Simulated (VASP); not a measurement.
Band structure of TiO2 (rutile). Level of theory: r2SCAN meta-GGA with spin-orbit coupling, VASP's PBE PAW potentials (set 64) (plane waves; VASP).

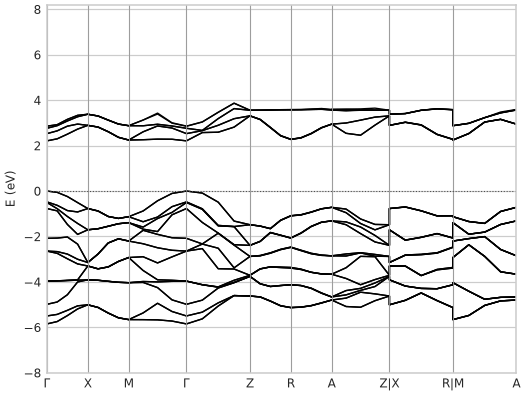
Figure: Bands along high-symmetry lines, zero at the valence-band maximum or, without a gap, the Fermi level

**Question.** Read the plot: is there a gap, and where are the band edges?

**Answer.** The gap is direct, 2.21 eV, from the valence maximum at Γ to the conduction minimum at Γ.

The compound is TiO2 in the rutile structure. It was relaxed first.
